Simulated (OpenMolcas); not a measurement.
# Ru: CASSCF and CASPT2 terms and fine-structure levels

Which level of Ru lies lowest, and where do the others fall? The reference wave functions come first, then spin-orbit coupling, then second-order correlation.

Method: state-averaged CASSCF and CASPT2, spin-orbit coupling by RASSI with atomic mean-field integrals. Code: OpenMolcas 26.06.

### 1 What is computed

* Species: Ru (ruthenium, Z = 44, 44 electrons)
* Basis: ANO-R2 [7s5p4d2f1g], 65 functions
* Scalar Hamiltonian: X2C, finite nucleus
* Inactive shells: 1s 2s 2p 3s 3p 3d 4s 4p
* Active space: 8 electrons in 6 orbitals (4d 5s)
* Some configurations of this space: 4d6 5s2, 4d7 5s, 4d8
* Orbitals: optimised for the ground-state spin in each parity, averaged over the low roots

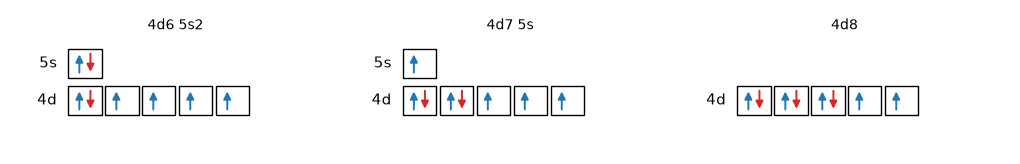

Outer shells as boxes.

The work runs as a chain of OpenMolcas steps in one folder; each step below is one input file. Labels, J, g values, rates, χT and fits are worked out afterwards by a script from the matrices that RASSI stores.

### 2 One- and two-electron integrals

a.inp

```
&GATEWAY
Coord
1

Ru 0.0 0.0 0.0
Basis=ANO-R2
Group=XYZ
NoMove
AngMom=0.0 0.0 0.0
AMFI
&SEWARD
```

Standard output:

```text
Basis set label: RU.ANO-R...7S5P4D2F1G.

      Electronic valence basis set:
      ------------------
      Associated Effective Charge  44.000000 au
      Associated Actual Charge     44.000000 au
      Nuclear Model: Finite nucleus - Gaussian distribution
        Gaussian exponent, Xi/bohr**(-2):  2.09653E+08

      Shell  nPrim  nBasis  Cartesian Spherical Contaminant
         s      23       7        X
         p      16       5        X
         d      12       4                 X
         f       6       2                 X
         g       5       1                 X
                  Relativistic X2C integrals
                  Atomic mean-field integrals
```

### 3 Reference wave functions, quintets of even parity, 15 roots

a.inp

```
&RASSCF
FileOrb=start.orb
Symmetry=1
Spin=5
nActEl=8 0 0
Inactive=9 9
Ras2=6 0
CIRoot=15 15 1
SDav=15
CIMx=300
Iter=120 100
PrWF=0.3
OrbListing=Nothing
MaxOrb=0
Atom
>>> COPY $Project.JobIph JOB001
```

start.orb holds the contracted functions of the basis, ordered by shell, or the orbitals of the step before.

Standard output (excerpt; [...] marks lines left out):

```text
[...]
      Number of active orbitals                  6
[...]
      Spin quantum number                      2.0
[...]
      Active orbitals                            6   0
[...]
      Number of CSFs                            15
      Number of root(s) required                15
[...]
      Convergence after  4 iterations
[...]
      Natural orbitals and occupation numbers for root  1
      sym 1:   1.000000   1.781906   1.781906   1.218094   1.218094   1.000000
      Natural orbitals and occupation numbers for root  2
      sym 1:   1.181609   1.818391   1.181609   1.818391   1.000000   1.000000
      Natural orbitals and occupation numbers for root  3
      sym 1:   1.660130   1.339870   1.000000   1.660130   1.339870   1.000000
::    RASSCF root number  1 Total energy:  -4528.02678171
::    RASSCF root number  2 Total energy:  -4528.02678171
::    RASSCF root number  3 Total energy:  -4528.02678171
[...]
::    RASSCF root number 12 Total energy:  -4527.98285747
::    RASSCF root number 13 Total energy:  -4527.97247336
::    RASSCF root number 14 Total energy:  -4527.97247336
::    RASSCF root number 15 Total energy:  -4527.97247336
```

### 4 CASSCF: triplets of even parity, 105 roots

a.inp

```
&RASSCF
FileOrb=start.orb
Symmetry=1
Spin=3
nActEl=8 0 0
Inactive=9 9
Ras2=6 0
CIRoot=105 105 1
SDav=105
CIMx=300
Iter=120 100
PrWF=0.3
OrbListing=Nothing
MaxOrb=0
Atom
CIOnly
>>> COPY $Project.JobIph JOB002
```

Standard output (excerpt; [...] marks lines left out):

```text
[...]
      Number of active orbitals                  6
[...]
      Spin quantum number                      1.0
[...]
      Active orbitals                            6   0
[...]
      Number of CSFs                           105
      Number of root(s) required               105
[...]
      Natural orbitals and occupation numbers for root  1
      sym 1:   1.063408   1.917447   1.918476   0.977136   1.066296   1.057237
      Natural orbitals and occupation numbers for root  2
      sym 1:   1.841109   0.964075   1.842585   1.138819   1.140845   1.072566
      Natural orbitals and occupation numbers for root  3
      sym 1:   1.870566   0.966673   1.869076   1.112052   1.114672   1.066960
::    RASSCF root number  1 Total energy:  -4527.98490527
::    RASSCF root number  2 Total energy:  -4527.98490527
::    RASSCF root number  3 Total energy:  -4527.98490527
[...]
::    RASSCF root number 27 Total energy:  -4527.94257521
::    RASSCF root number 28 Total energy:  -4527.94257521
::    RASSCF root number 29 Total energy:  -4527.94257521
::    RASSCF root number 30 Total energy:  -4527.94257521
```

CIOnly: the orbitals of an earlier block are kept, and only the CI is solved.

### 5 CASSCF: singlets of even parity, 105 roots

Edit a.inp of step 4 so:

```diff
@@ -3,3 +3,3 @@
 Symmetry=1
-Spin=3
+Spin=1
 nActEl=8 0 0
@@ -16,2 +16,2 @@
 CIOnly
->>> COPY $Project.JobIph JOB002
+>>> COPY $Project.JobIph JOB003
```

Standard output (excerpt; [...] marks lines left out):

```text
[...]
      Number of active orbitals                  6
[...]
      Spin quantum number                      0.0
[...]
      Active orbitals                            6   0
[...]
      Number of CSFs                           105
      Number of root(s) required               105
[...]
      Natural orbitals and occupation numbers for root  1
      sym 1:   1.312393   1.302365   1.493321   1.536093   1.383557   0.972270
      Natural orbitals and occupation numbers for root  2
      sym 1:   1.364562   1.330579   1.280772   1.642146   1.444120   0.937821
      Natural orbitals and occupation numbers for root  3
      sym 1:   1.305263   1.298305   1.544122   1.474021   1.411119   0.967170
::    RASSCF root number  1 Total energy:  -4527.94157241
::    RASSCF root number  2 Total energy:  -4527.94157241
::    RASSCF root number  3 Total energy:  -4527.94157241
[...]
::    RASSCF root number 27 Total energy:  -4527.91791872
::    RASSCF root number 28 Total energy:  -4527.91791872
::    RASSCF root number 29 Total energy:  -4527.87748927
::    RASSCF root number 30 Total energy:  -4527.87748927
```

CIOnly: the orbitals of an earlier block are kept, and only the CI is solved.

### 6 State interaction with spin-orbit coupling

a.inp

```
&RASSI
NrOfJobIphs=3 15 75 57
1 2 3 4 5 6 7 8 9 10 11 12 13 14 15
1 2 3 4 5 6 7 8 9 10 11 12 13 14 15 16 17 18 19 20 21 22 23 24 25 26 27
28 29 30 31 32 33 34 35 36 37 38 39 40 41 42 43 44 45 46 47 48 49 50 51
52 53 54 55 56 57 58 59 60 61 62 63 64 65 66 67 68 69 70 71 72 73 74 75
1 2 3 4 5 6 7 8 9 10 11 12 13 14 15 16 17 18 19 20 21 22 23 24 25 26 27
28 29 30 31 32 33 34 35 36 37 38 39 40 41 42 43 44 45 46 47 48 49 50 51
52 53 54 55 56 57
IphNames
JOB001
JOB002
JOB003
EJob
SpinOrbit
DIPRint=1.0
SOCoupling=1000.0
Subsets=2
MEES
Property=10
'ANGMOM' 1 'ANGMOM' 2 'ANGMOM' 3 'MLTPL  1' 1 'MLTPL  1' 2 'MLTPL  1' 3
'AMFI' 1 'AMFI' 2 'AMFI' 3 'MLTPL  2' 6
SOProperty=3
'ANGMOM' 1 'ANGMOM' 2 'ANGMOM' 3
```

Standard output:

```text
SPIN-FREE ENERGIES:
  (Shifted by EMIN (a.u.) =      -4528.0267817142)

 SF State       Relative EMIN(au)   Rel lowest level(eV)    D:o, cm**(-1)      L_eff

     1             0.0000000000        0.0000000000              0.0000         3.0
     2             0.0000000000        0.0000000000              0.0000         3.0
     3             0.0000000000        0.0000000000              0.0000         3.0
     4             0.0000000000        0.0000000000              0.0000         3.0
     5             0.0000000000        0.0000000000              0.0000         3.0
     6             0.0000000000        0.0000000000              0.0000         3.0
     7             0.0000000000        0.0000000000              0.0000         3.0
    16             0.0418764482        1.1395162074           9190.8180         3.0
    17             0.0418764482        1.1395162074           9190.8180         3.0
    18             0.0418764482        1.1395162074           9190.8180         3.0
    19             0.0418764482        1.1395162074           9190.8180         3.0
    20             0.0418764482        1.1395162074           9190.8180         3.0
    21             0.0418764482        1.1395162074           9190.8180         3.0
    22             0.0418764482        1.1395162074           9190.8180         3.0
     8             0.0439242469        1.1952396466           9640.2579         2.0
     9             0.0439242469        1.1952396466           9640.2579         2.0
    10             0.0439242469        1.1952396466           9640.2579         2.0
    11             0.0439242469        1.1952396466           9640.2579         2.0
    12             0.0439242469        1.1952396466           9640.2579         2.0
    15             0.0543083506        1.4778055051          11919.3052         1.0
    13             0.0543083506        1.4778055051          11919.3052         1.0
    14             0.0543083506        1.4778055051          11919.3052         1.0
    23             0.0660209473        1.7965214961          14489.9231         4.0
    24             0.0660209473        1.7965214961          14489.9231         4.0
    25             0.0660209473        1.7965214961          14489.9231         4.0
    26             0.0660209473        1.7965214961          14489.9231         4.0
    27             0.0660209473        1.7965214961          14489.9231         4.0
    28             0.0660209473        1.7965214961          14489.9231         4.0
    29             0.0660209473        1.7965214961          14489.9231         4.0
    30             0.0660209473        1.7965214961          14489.9231         4.0
    31             0.0660209473        1.7965214961          14489.9231         4.0
    32             0.0706820549        1.9233566970          15512.9179         1.0
    33             0.0706820549        1.9233566970          15512.9179         1.0
    34             0.0706820549        1.9233566970          15512.9179         1.0
    35             0.0842065042        2.2913757115          18481.1915         5.0
    36             0.0842065042        2.2913757115          18481.1915         5.0
    37             0.0842065042        2.2913757115          18481.1915         5.0
    38             0.0842065042        2.2913757115          18481.1915         5.0
    39             0.0842065042        2.2913757115          18481.1915         5.0
    40             0.0842065042        2.2913757115          18481.1915         5.0
Eigenvalues of complex Hamiltonian:
   -----------------------------------
  (Shifted by EMIN (a.u.) =      -4528.0267817142)

 SO State       Relative EMIN(au)   Rel lowest level(eV)    D:o, cm**(-1)     J-value

     1            -0.0071214999        0.0000000000              0.0000         4.6
     2            -0.0071214999        0.0000000000              0.0000         4.2
     3            -0.0071214999        0.0000000000              0.0000         3.8
     4            -0.0071214999        0.0000000000              0.0000         4.2
     5            -0.0071214999        0.0000000000              0.0000         3.7
     6            -0.0071214999        0.0000000000              0.0000         3.4
     7            -0.0071214999        0.0000000000              0.0000         4.0
     8            -0.0071214999        0.0000000000              0.0000         3.7
     9            -0.0071214999        0.0000000000              0.0000         4.2
    10            -0.0071214999        0.0000000000              0.0000         4.2
    11            -0.0071214999        0.0000000000              0.0000         3.9
    12            -0.0015305655        0.1521370760           1227.0683         2.9
    13            -0.0015305655        0.1521370760           1227.0683         3.1
    14            -0.0015305655        0.1521370760           1227.0683         3.5
    15            -0.0015305655        0.1521370760           1227.0683         2.5
    16            -0.0015305655        0.1521370760           1227.0683         3.4
    17            -0.0015305655        0.1521370760           1227.0683         3.5
    18            -0.0015305655        0.1521370760           1227.0683         3.8
    19            -0.0015305655        0.1521370760           1227.0683         2.7
    20            -0.0015305655        0.1521370760           1227.0683         3.1
    21             0.0027618576        0.2689398599           2169.1463         2.3
    22             0.0027618576        0.2689398599           2169.1463         2.4
    23             0.0027618576        0.2689398599           2169.1463         2.1
    24             0.0027618576        0.2689398599           2169.1463         2.4
    25             0.0027618576        0.2689398599           2169.1463         2.5
    26             0.0027618576        0.2689398599           2169.1463         2.3
    27             0.0027618576        0.2689398599           2169.1463         2.6
    28             0.0058030691        0.3516954391           2836.6150         1.3
    29             0.0058030691        0.3516954391           2836.6150         1.9
    30             0.0058030691        0.3516954391           2836.6150         1.4
    31             0.0058030691        0.3516954391           2836.6150         1.5
    32             0.0058030691        0.3516954391           2836.6150         1.7
    33             0.0077389360        0.4043730622           3261.4887         0.9
    34             0.0077389360        0.4043730622           3261.4887         0.8
    35             0.0077389360        0.4043730622           3261.4887         0.6
    36             0.0353099578        1.1546187846           9312.6285         2.4
    37             0.0353099578        1.1546187846           9312.6285         3.4
    38             0.0353099578        1.1546187846           9312.6285         1.9
    39             0.0353099578        1.1546187846           9312.6285         3.6
    40             0.0353099578        1.1546187846           9312.6285         3.2
    41             0.0353099578        1.1546187846           9312.6285         3.4
Weights of the five most important spin-orbit-free states for each spin-orbit state.

 SO State  Total energy (au)           Spin-free states, spin, and weights
 -------------------------------------------------------------------------------------------------------
    1        -0.007121       3 2.0  0.2565    6 2.0  0.2229    5 2.0  0.1587    2 2.0  0.1300    4 2.0  0.1226
    2        -0.007121       1 2.0  0.2381    3 2.0  0.1486    4 2.0  0.1484    6 2.0  0.1482    5 2.0  0.1280
    3        -0.007121       5 2.0  0.3366    3 2.0  0.1837    1 2.0  0.1372    2 2.0  0.0938    6 2.0  0.0926
    4        -0.007121       7 2.0  0.2643    4 2.0  0.2453    5 2.0  0.1363    6 2.0  0.1208    1 2.0  0.0890
    5        -0.007121       2 2.0  0.2594    6 2.0  0.1570    1 2.0  0.1446    4 2.0  0.1277    7 2.0  0.1261
    6        -0.007121       7 2.0  0.2467    6 2.0  0.1693    4 2.0  0.1577    5 2.0  0.1504    2 2.0  0.1372
    7        -0.007121       7 2.0  0.3558    4 2.0  0.3104    6 2.0  0.1372    2 2.0  0.0853    5 2.0  0.0528
    8        -0.007121       6 2.0  0.2196    1 2.0  0.1961    2 2.0  0.1583    3 2.0  0.1322    7 2.0  0.1222
    9        -0.007121       2 2.0  0.2979    3 2.0  0.1559    6 2.0  0.1329    5 2.0  0.1301    1 2.0  0.1054
   10        -0.007121       1 2.0  0.2310    3 2.0  0.1894    2 2.0  0.1586    5 2.0  0.1218    4 2.0  0.1108
   11        -0.007121       1 2.0  0.3193    3 2.0  0.1981    5 2.0  0.1783    2 2.0  0.0866    6 2.0  0.0745
   12        -0.001531       7 2.0  0.3729    5 2.0  0.1666    3 2.0  0.1040    1 2.0  0.1014    6 2.0  0.0930
```

Time for these steps: 46 s (1 thread, shared host).

Spin-free terms, from the roots grouped by L:

| configuration | term | E (cm-1) |
| --- | --- | --- |
| 4d7 5s | 5F | 0.0 |
| 4d7 5s | 3F(1) | 9191 |
| 4d6 5s2 | 5D | 9640 |
| 4d7 5s | 5P | 11919 |
| 4d7 5s | 3G | 14490 |
| 4d7 5s | 3P(1) | 15513 |
| 4d7 5s | 3H | 18481 |
| 4d7 5s | 1G | 18701 |
| 4d7 5s | 3P(2) | 19211 |
| 4d7 5s | 3D | 19804 |
| 4d7 5s | 1D | 21605 |
| 4d7 5s | 1H | 23893 |
| 4d7 5s | 1P | 23893 |
| 4d7 5s | 3F(2) | 24880 |
| 4d6 5s2 | 3H | 25781 |

Levels with spin-orbit coupling, from the RASSI matrices grouped by J:

```
Configuration   Term  J  E (cm-1)      g  Leading %    Second
       4d7 5s     5F  5       0.0  1.399         99          
       4d7 5s     5F  4      1227  1.349         99          
       4d7 5s     5F  3      2169  1.250         99          
       4d7 5s     5F  2      2837  1.001         99          
       4d7 5s     5F  1      3261  0.003         99          
       4d7 5s  3F(1)  4      9313  1.276         86     12 5D
      4d6 5s2     5D  4     10189  1.468         87  11 3F(1)
       4d7 5s  3F(1)  3     10884  1.234         62     36 5D
      4d6 5s2     5D  3     11286  1.348         64  36 3F(1)
      4d6 5s2     5D  2     11685  1.421         86  10 3F(1)
       4d7 5s  3F(1)  2     12091  0.761         87     10 5D
      4d6 5s2     5D  1     12122  1.503         97   2 3P(1)
      4d6 5s2     5D  0     12317                97          
       4d7 5s     5P  3     12960  1.666         99          
       4d7 5s     5P  2     13060  1.775         83  13 3P(1)
       4d7 5s     5P  1     13845  2.426         92   5 3P(1)
       4d7 5s     3G  5     15309  1.194         94      4 3H
       4d7 5s     3G  4     15987  1.040         90      5 3H
       4d7 5s  3P(1)  2     16313  1.523         78     13 5P
       4d7 5s     3G  3     16787  0.754         98          
       4d7 5s  3P(1)  1     18058  1.501         84      6 5P
       4d7 5s  3P(1)  0     18697                83  15 3P(2)
       4d7 5s     3H  6     19565  1.167        100          
       4d7 5s     1G  4     19604  0.935         56     36 3H
       4d7 5s  3P(2)  1     20146  1.370         74     12 1P
       4d7 5s     3H  5     20245  1.039         95      3 3G
       4d7 5s  3P(2)  2     20647  1.451         85      6 3D
       4d7 5s  3P(2)  0     20940                85  15 3P(1)
       4d7 5s     3D  3     21015  1.334         98          
       4d7 5s     3H  4     21594  0.884         59     40 1G
       4d7 5s     3D  2     21788  1.145         74     22 1D
       4d7 5s     3D  1     22264  0.727         74  16 3P(2)
       4d7 5s     1D  2     24157  1.093         69     14 3D
       4d7 5s     1H  5     25583  1.004         95          
       4d7 5s  3F(2)  4     25974  1.213         86      5 3H
       4d7 5s     1P  1     26420  0.977         82     11 3D
       4d7 5s  3F(2)  3     26487  1.078         98          
      4d6 5s2     3H  6     26713  1.164         98          
       4d7 5s  3F(2)  2     26816  0.667        100          
      4d6 5s2     3H  5     27206  1.045         91      7 3G
```

The table of levels holds 40 of 53 computed; the rest, higher up, is left out.

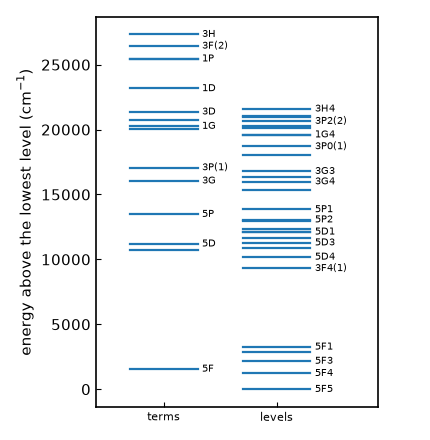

Terms (left) and the levels that spin-orbit coupling splits them into (right).

Orbitals of the lowest block:

```
shell     space  energy (hartree)  mean occupation  ⟨r²⟩ (bohr²)
   1s  inactive         -817.1446            2.000       0.00149
   2s  inactive         -120.4546            2.000        0.0249
   2p  inactive         -107.6756            6.000        0.0197
   3s  inactive          -22.5084            2.000         0.183
   3p  inactive          -18.1886            6.000         0.187
   3d  inactive          -11.2325           10.000         0.175
   4s  inactive           -3.4856            2.000          1.19
   4p  inactive           -2.1831            6.000          1.48
   4d      RAS2                              6.667          3.21
   5s      RAS2                              1.333          14.0
```

Transitions at CASSCF energies (vacuum wavelengths; branching counts decays inside the model space alone):

```
        upper          lower  type  λ (nm)   A (s-1)  branching %
   4d7 5s 3D3     4d7 5s 5F4    M1   505.4  1.57e+00         65.2
   4d7 5s 3D2     4d7 5s 5F3    M1   509.7  1.72e+00         71.6
   4d7 5s 3D1     4d7 5s 5F2    M1   514.7  1.57e+00         55.0
   4d7 5s 3D1     4d7 5s 5F1    M1   526.2  6.52e-01         22.8
  4d6 5s2 3H5  4d7 5s 3F4(1)    E2   558.9  2.29e-01         27.8
  4d6 5s2 3H6  4d7 5s 3F4(1)    E2   574.7  5.53e-01         73.3
  4d6 5s2 3H5  4d7 5s 3F3(1)    E2   612.7  1.89e-01         22.9
4d7 5s 3F4(2)    4d6 5s2 5D4    M1   633.5  7.57e-01         45.8
  4d6 5s2 3H4  4d7 5s 3F2(1)    E2   648.2  2.21e-01         27.5
   4d7 5s 3G5     4d7 5s 5F5    M1   653.2  1.05e+00         81.9
4d7 5s 3F3(2)    4d6 5s2 5D3    M1   657.9  3.61e-01         30.9
   4d7 5s 3G4     4d7 5s 5F4    M1   677.5  5.56e-01         58.3
   4d7 5s 3G3     4d7 5s 5F3    M1   684.1  2.18e-01         41.3
   4d7 5s 3G4     4d7 5s 5F3    M1   723.7  1.99e-01         20.9
   4d7 5s 1D2  4d7 5s 3F3(1)    M1   753.4  5.69e-01         23.2
   4d7 5s 1D2  4d7 5s 3F2(1)    M1   828.8  4.41e-01         18.0
   4d7 5s 1G4  4d7 5s 3F4(1)    M1   971.7  1.81e-01         34.9
   4d7 5s 1H5     4d7 5s 3G5    M1   973.3  3.42e-01         55.6
   4d7 5s 1H5     4d7 5s 3G4    M1    1042  1.17e-01         19.0
4d7 5s 3P2(2)     4d7 5s 5P3    M1    1301  2.83e-01         33.2
   4d7 5s 1P1  4d7 5s 3P2(2)    M1    1732  4.95e-01         28.6
   4d7 5s 3H4     4d7 5s 3G4    M1    1783  1.49e-01         26.9
```

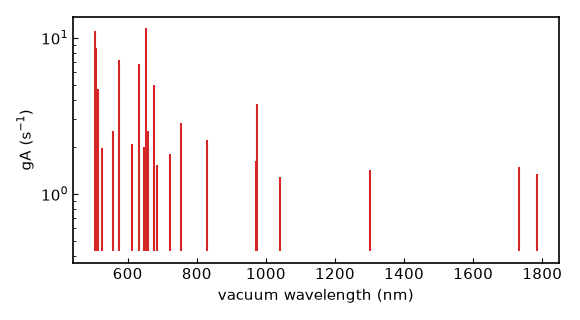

The lines as sticks of height gA, A times the degeneracy of the upper level: electric dipole blue, forbidden lines red.

[end of part 1 of 2]
